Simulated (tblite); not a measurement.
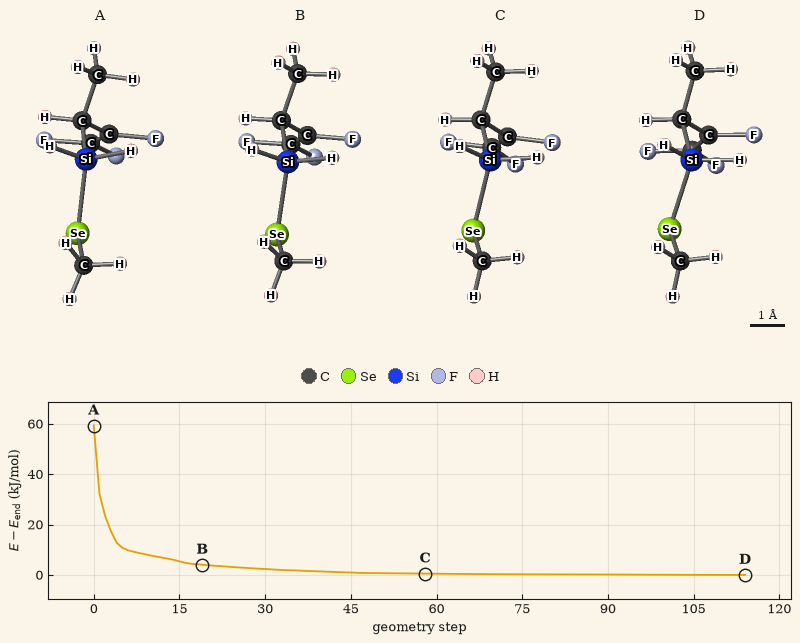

Frames of a relaxation of C$_{5}$H$_{9}$F$_{3}$SeSi, marked on the history of the run. Style: ball-and-stick. Shown from a free direction.

The calculation used GFN2-xTB geometry optimisation, gas phase in tblite 0.8.0. 

Describe the path.

Answer. Over 114 geometry steps the energy falls by 59.3 kJ/mol. The atom that moves furthest after the best rigid fit is an H atom (0.52 Å). Largest moves by element: H 0.52 Å, F 0.35 Å, Se 0.30 Å, C 0.25 Å, Si 0.20 Å. Among the contacts that change: C–Si 1.857 → 1.919 Å, C–H 1.143 → 1.092 Å, C–F 1.378 → 1.331 Å, C–H 1.128 → 1.086 Å. Bond angles that change, for instance: C–Se–Si 105.6° → 96.4°, Se–Si–C 114.9° → 106.1°, F–C–F 118.1° → 110.7°. From step 0 to 19: an H atom moves most (0.22 Å), energy −55.2 kJ/mol. From step 19 to 58: an H atom moves most (0.30 Å), energy −3.51 kJ/mol. From step 58 to 114: an F atom moves most (0.29 Å), energy −0.54 kJ/mol.

| step | E − E(0), kJ/mol |
| --- | --- |
| 0 | 0.00 |
| 1 | -27.12 |
| 2 | -35.90 |
| 3 | -41.86 |
| 4 | -46.45 |
| 5 | -48.47 |
| 6 | -49.50 |
| 7 | -50.06 |
| 8 | -50.62 |
| 9 | -51.08 |
| 10 | -51.55 |
| 15 | -53.88 |
| 21 | -55.60 |
| 26 | -56.38 |
| 32 | -57.19 |
| 37 | -57.66 |
| 43 | -58.15 |
| 48 | -58.52 |
| 54 | -58.65 |
| 59 | -58.76 |
| 65 | -58.89 |
| 70 | -58.97 |
| 76 | -59.01 |
| 81 | -59.05 |
| 87 | -59.08 |
| 92 | -59.12 |
| 98 | -59.19 |
| 103 | -59.23 |
| 109 | -59.26 |
| 114 | -59.27 |
